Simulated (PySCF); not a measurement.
C5H11FN2Si

Input

```
{"job": {"kind": "nmr", "xc": "PBE0", "basis": "pcSseg-1"}, "charge": 0, "multiplicity": 1}
C      1.678636     1.880651     0.392002
N      1.339219     0.917685    -0.331134
C      0.994195    -0.332900     0.246710
C      1.507533    -1.517534    -0.596852
C      0.099471    -1.744425    -1.162553
C     -0.467705    -0.752861    -0.133251
N     -1.347566     0.255117    -0.636389
Si    -2.373975     1.211289     0.345768
F     -3.107719     0.157741     1.315938
H      1.760811     1.833993     1.484292
H      1.914241     2.822758    -0.080812
H      1.213742    -0.377659     1.325377
H      2.267209    -1.242787    -1.323931
H      1.870101    -2.337673     0.016944
H     -0.010332    -1.378884    -2.181068
H     -0.286956    -2.758863    -1.103023
H     -0.957029    -1.247700     0.706082
H     -0.954057     0.692698    -1.457039
H     -3.376838     1.785044    -0.531465
H     -1.768130     2.144989     1.291671
```

Launched as:

```sh
OMP_NUM_THREADS=1 python probes_run.py task.json out
```

Geometry: GFN2-xTB.

Computed with PBE0/pcSseg-1, SCF density, gas phase, non-relativistic in PySCF.

Predict the electron density and electron localisation function between the atoms.

C–N (1.25 Å): the density is about 2.9 e/Å³ at the midpoint; the ELF peaks at about 0.90 between the atoms: a short, multiple covalent bond.
C–N (1.42 Å): ρ at the midpoint is about 2.1 e/Å³; the ELF peaks at about 0.95 between the atoms (a covalent bond).

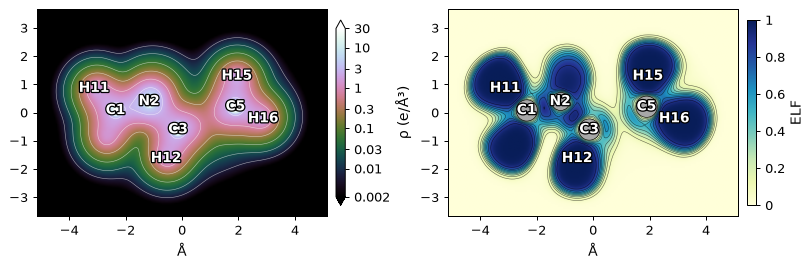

Computed electron density and electron localisation function on the plane of atoms N2, C3 and H12, in this order. Grey discs cover the atomic cores in the ELF map. 
